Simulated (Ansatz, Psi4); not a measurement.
# A ladder of methods for C2H4Si (ethynylsilane)

C2H4Si: 7 atoms, total charge 0, spin state singlet. As SMILES, `C#C[SiH3]`. The shape is that of a PBE0-D4/def2-TZVP optimisation.

Quantity: the vertical energy of the triplet above the singlet, in eV. The values are calculated.

```json
{"level": "HF/6-311+G**", "kind": "Hartree–Fock", "program": "Ansatz", "value (eV)": "4.47", "less CCSD(T)/6-311+G**": "-1.07"}
{"level": "SVWN5/6-311+G**", "kind": "LDA", "program": "Psi4", "value (eV)": "5.47", "less CCSD(T)/6-311+G**": "-0.07"}
{"level": "BHLYP/6-311+G**", "kind": "global hybrid", "program": "Psi4", "value (eV)": "5.13", "less CCSD(T)/6-311+G**": "-0.41"}
{"level": "B2PLYP/6-311+G**", "kind": "double hybrid", "program": "Ansatz", "value (eV)": "5.53", "less CCSD(T)/6-311+G**": "-0.01"}
{"level": "DSD-PBEP86/6-311+G** (density fitting for correlation)", "kind": "double hybrid", "program": "Psi4", "value (eV)": "5.59", "less CCSD(T)/6-311+G**": "+0.05"}
{"level": "RPA@PBE0/6-311+G**", "kind": "RPA", "program": "Ansatz", "value (eV)": "5.53", "less CCSD(T)/6-311+G**": "-0.01"}
{"level": "MP2/6-311+G**", "kind": "perturbation theory", "program": "Ansatz", "value (eV)": "5.95", "less CCSD(T)/6-311+G**": "+0.41"}
{"level": "CCSD(T)/6-311+G**", "kind": "coupled cluster or CI", "program": "Ansatz", "value (eV)": "5.54", "less CCSD(T)/6-311+G**": "0.00"}
```

CCSD(T)/6-311+G** is the highest level here, not the true value. The values span 4.47 to 5.95 eV.

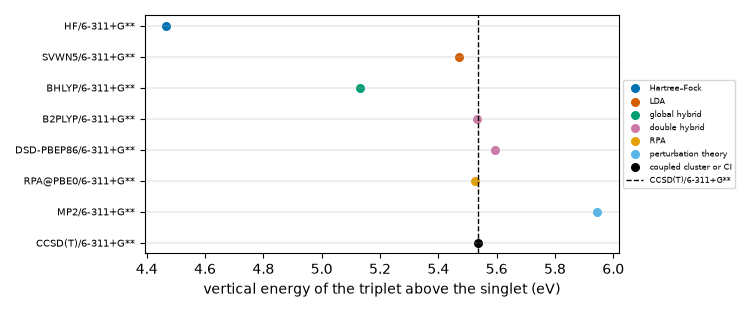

The values of the table, level by level.
